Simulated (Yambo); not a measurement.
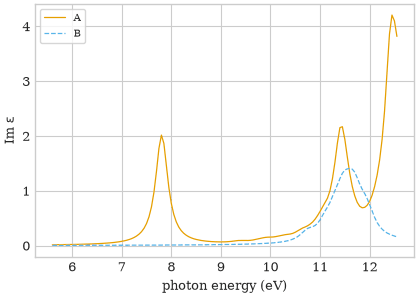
Figure: Two computed absorption spectra of CsAsF6 (space group R-3, No. 148) (Yambo, PBEsol bands with the same scissor, field along x)

Axes are Cartesian, with cell vectors (Å) (3.86, 2.23, 2.62), (-3.86, 2.23, 2.62), (0.00, -4.45, 2.62).

**Question.** Which curve includes the electron-hole attraction (BSE), and where are its main peaks?

**Answer.** Curve A: the attraction moves weight to lower energy (centre of the plotted range 10.8 eV against 11.4 eV). Its peaks lie at 7.8 eV, 11.4 eV, 12.4 eV. Settings: 4×4×4 mesh, 20 valence and 6 conduction bands, static screening with 82 bands and a 3 Ry block, scissor 4.46 eV, Tamm-Dancoff. The scissor comes from a G0W0 run whose convergence isn't established. Broadening 0.15 eV. The band window holds all transitions up to 16.0 eV. Fine structure above the onset can come from the mesh.

The standard potential for As keeps a d shell in the valence without the s and p states of that shell. In tests on such compounds this moved G0W0 gaps by up to about 0.9 eV, so absolute quasiparticle energies here are unreliable; differences between settings are what counts.

Spin-orbit coupling is not included.

Geometry of the Materials Project entry, not relaxed at this level; primitive cell a = b = c = 5.167 Å, α = β = γ = 96.53°.

The structure is a Materials Project entry; no match was found in the copy of COD used, and its stability was not checked.
